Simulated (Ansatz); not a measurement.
# C2H10AlNSi: small, medium and large basis sets

How large a basis does C2H10AlNSi need? Two functionals are run in growing sets.

Program: Ansatz 0.2.0, Gaussian basis. Level of theory: one geometry, several basis sets. These are calculated values, not measurements.

Levels to be run: PBE0-D4/def2-SVP; ωB97M-V/def2-SVP; PBE0-D4/def2-QZVPP; ωB97M-V/def2-QZVPP; the functionals' def2-TZVPP values are taken from earlier runs.

**1. The relaxed structure**

An earlier PBE0-D4 in a triple-zeta def2 set relaxation fixed the geometry.

15 atoms, charge 0, spin multiplicity 1.

Atoms are counted from 1 here; the program's logs count them from 0.

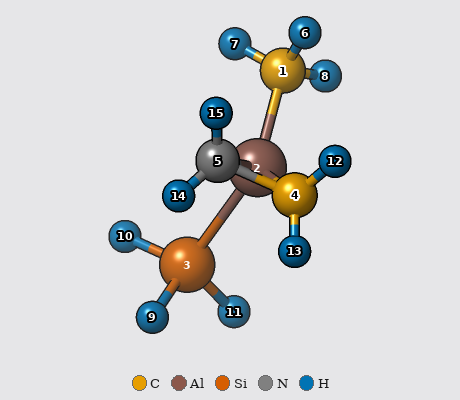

The structure; carbon amber, aluminium brown, silicon orange, nitrogen grey, hydrogen blue; atoms are numbered from 1 in the order of the file.

As a file:

```xyz
15

C    -1.7732    0.3577    1.3023
Al   -0.1340   -0.1158    0.3382
Si    2.1024    0.7430    0.8662
C    -0.1981   -1.4585   -1.0830
N    -0.3579   -0.0561   -1.6545
H    -2.6699    0.0081    0.7812
H    -1.8671    1.4385    1.4427
H    -1.7859   -0.0938    2.2996
H     3.0089    0.6322   -0.3214
H     2.1341    2.1820    1.2690
H     2.7841   -0.0050    1.9655
H    -1.0915   -2.0475   -1.2777
H     0.6746   -1.9499   -1.5046
H     0.3929    0.2163   -2.2733
H    -1.2413    0.0981   -2.1206
```

**2. PBE0-D4 in def2-SVP**

File in.yaml:

```yaml
crystal:
  periodic: [false, false, false]
  atoms:
    - {symbol: C, position_ang: [-1.773155, 0.357686, 1.302333]}
    - {symbol: Al, position_ang: [-0.133956, -0.115781, 0.338196]}
    - {symbol: Si, position_ang: [2.102404, 0.743029, 0.866181]}
    - {symbol: C, position_ang: [-0.198079, -1.458471, -1.082967]}
    - {symbol: N, position_ang: [-0.357949, -0.056121, -1.654534]}
    - {symbol: H, position_ang: [-2.669906, 0.008104, 0.781172]}
    - {symbol: H, position_ang: [-1.867130, 1.438511, 1.442662]}
    - {symbol: H, position_ang: [-1.785909, -0.093768, 2.299611]}
    - {symbol: H, position_ang: [3.008867, 0.632219, -0.321441]}
    - {symbol: H, position_ang: [2.134129, 2.181984, 1.268999]}
    - {symbol: H, position_ang: [2.784109, -0.004991, 1.965475]}
    - {symbol: H, position_ang: [-1.091546, -2.047535, -1.277740]}
    - {symbol: H, position_ang: [0.674599, -1.949949, -1.504619]}
    - {symbol: H, position_ang: [0.392880, 0.216315, -2.273296]}
    - {symbol: H, position_ang: [-1.241260, 0.098069, -2.120632]}
basis:
  gaussian: {orbitals: def2-SVP}
hamiltonian: {xc: pbe0, dispersion: d4}
output: {orbitals: {seedname: orbitals}}
```

Command:

```console
$ ansatz run in.yaml --threads 4 --pin off --events-out ev --progress --plain --max-ram 10444MiB
```

The runs that follow: ωB97M-V in def2-SVP; PBE0-D4 in def2-QZVPP; ωB97M-V in def2-QZVPP.

**Question.** What will the summary of the whole plan be? Wanted: PBE0-D4: double and triple zeta above quadruple; ωB97M-V: double and triple zeta above quadruple.

**Answer**, as computed:

| quantity | value |
| --- | --- |
| PBE0-D4: double and triple zeta above quadruple | 9.94, 0.68 eV |
| ωB97M-V: double and triple zeta above quadruple | 10.16, 0.66 eV |

For PBE0-D4 the step from double to triple zeta gains 9.26 eV and the next only 0.68 eV. Total energies overstate the basis error of differences, where much of it tends to cancel. The LUMO of ωB97M-V is positive and keeps falling with the basis (1.86 to 0.92 eV): an unbound level that the basis holds in place.
